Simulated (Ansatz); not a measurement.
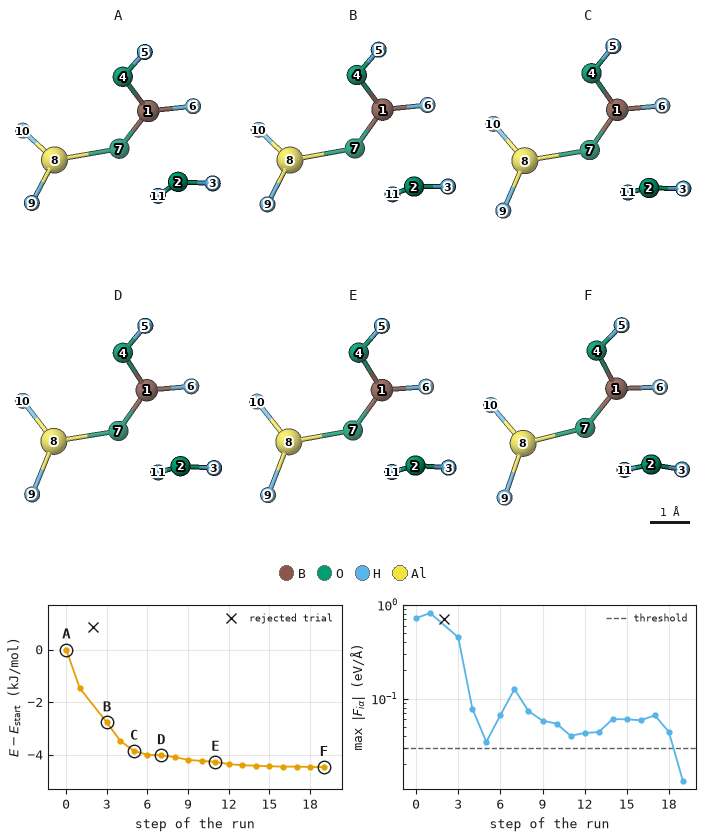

Frames of a relaxation of AlBH₆O₃, marked on the history of the run. Style: ball-and-stick. Shown at a tilt.

The run prepares an end point of a later path (reaction) calculation, from a guessed geometry.

Computed with RKS B3LYP-D4/def2-SVP in Ansatz.

Input file:
```yaml
crystal:
  periodic: [false, false, false]
  atoms:
    - { symbol: B, position_ang: [0.077445, 0.629629, 0.080434] }
    - { symbol: O, position_ang: [-0.517482, -1.123638, 1.92602] }
    - { symbol: H, position_ang: [-1.402712, -1.313881, 1.582252] }
    - { symbol: O, position_ang: [1.333258, 0.275495, -0.32143] }
    - { symbol: H, position_ang: [1.34121, -0.408994, -0.999409] }
    - { symbol: H, position_ang: [-0.915022, 0.233838, -0.48521] }
    - { symbol: O, position_ang: [-0.016988, 1.583879, 1.077691] }
    - { symbol: Al, position_ang: [1.141826, 2.585795, 1.877368] }
    - { symbol: H, position_ang: [1.583647, 2.14542, 3.331527] }
    - { symbol: H, position_ang: [1.592333, 3.930959, 1.17793] }
    - { symbol: H, position_ang: [-0.604116, -0.196203, 2.247727] }
basis:
  gaussian: { orbitals: def2-SVP }
hamiltonian:
  xc: b3lyp
  dispersion: d4
relax:
  f_tol: 0.03
  max_steps: 50
output:
  orbitals: {}
```

Command:
```bash
ansatz run input.yaml --threads 2 --pin off --max-ram 3072MiB --backend cpu --events-out ev --progress --plain --runs-dir out
```

What happens along the run?

Answer. The energy falls by 4.47 kJ/mol in 18 accepted moves (19 points after the start). The largest force component goes from 0.72 to 0.013 eV/Å. The line search rejected the trial step at point 2 of the run. The largest move after the best rigid fit is that of H9, 0.62 Å. By element the largest moves are H 0.62 Å, O 0.29 Å, Al 0.10 Å, B 0.08 Å. Among the contacts that change: B1–O7 1.383 → 1.361 Å, O2–H11 0.985 → 0.969 Å, O7–Al8 1.728 → 1.719 Å, Al8–H10 1.582 → 1.577 Å. Among the angles between lasting bonds that change: B1–O7–Al8 133.4° → 143.7°. Groups turn about O7–Al8 by about 45°, B1–O7 by about 25°. Cost: 54 s on 2 threads of Arm Neoverse V2, with other jobs on the host, peak memory 0.21 GiB. From step 0 to 3: O2 moves most (0.13 Å), energy −2.77 kJ/mol. From step 3 to 5: H9 moves most (0.25 Å), energy −1.08 kJ/mol. From step 5 to 7: H9 moves most (0.21 Å), energy −0.17 kJ/mol. From step 7 to 11: H atoms move most (0.04 Å), energy −0.25 kJ/mol. From step 11 to 19: H5 moves most (0.13 Å), energy −0.20 kJ/mol.

```json
{"step": "0", "E − E(0), kJ/mol": "0.00", "largest force component, eV/Å": "0.7210", "note": ""}
{"step": "1", "E − E(0), kJ/mol": "-1.47", "largest force component, eV/Å": "0.8148", "note": ""}
{"step": "2", "E − E(0), kJ/mol": "0.85", "largest force component, eV/Å": "0.7040", "note": "rejected"}
{"step": "3", "E − E(0), kJ/mol": "-2.77", "largest force component, eV/Å": "0.4499", "note": ""}
{"step": "4", "E − E(0), kJ/mol": "-3.48", "largest force component, eV/Å": "0.0784", "note": ""}
{"step": "5", "E − E(0), kJ/mol": "-3.85", "largest force component, eV/Å": "0.0347", "note": ""}
{"step": "6", "E − E(0), kJ/mol": "-4.01", "largest force component, eV/Å": "0.0666", "note": ""}
{"step": "7", "E − E(0), kJ/mol": "-4.02", "largest force component, eV/Å": "0.1262", "note": ""}
{"step": "8", "E − E(0), kJ/mol": "-4.09", "largest force component, eV/Å": "0.0737", "note": ""}
{"step": "9", "E − E(0), kJ/mol": "-4.20", "largest force component, eV/Å": "0.0583", "note": ""}
{"step": "10", "E − E(0), kJ/mol": "-4.24", "largest force component, eV/Å": "0.0541", "note": ""}
{"step": "11", "E − E(0), kJ/mol": "-4.27", "largest force component, eV/Å": "0.0403", "note": ""}
{"step": "12", "E − E(0), kJ/mol": "-4.36", "largest force component, eV/Å": "0.0430", "note": ""}
{"step": "13", "E − E(0), kJ/mol": "-4.40", "largest force component, eV/Å": "0.0441", "note": ""}
{"step": "14", "E − E(0), kJ/mol": "-4.42", "largest force component, eV/Å": "0.0606", "note": ""}
{"step": "15", "E − E(0), kJ/mol": "-4.44", "largest force component, eV/Å": "0.0601", "note": ""}
{"step": "16", "E − E(0), kJ/mol": "-4.45", "largest force component, eV/Å": "0.0589", "note": ""}
{"step": "17", "E − E(0), kJ/mol": "-4.45", "largest force component, eV/Å": "0.0663", "note": ""}
{"step": "18", "E − E(0), kJ/mol": "-4.47", "largest force component, eV/Å": "0.0443", "note": ""}
{"step": "19", "E − E(0), kJ/mol": "-4.47", "largest force component, eV/Å": "0.0132", "note": ""}
```

Limits of the set-up: the start holds two separate molecules, 2.2 Å apart at their closest, whose relative position is a soft coordinate.
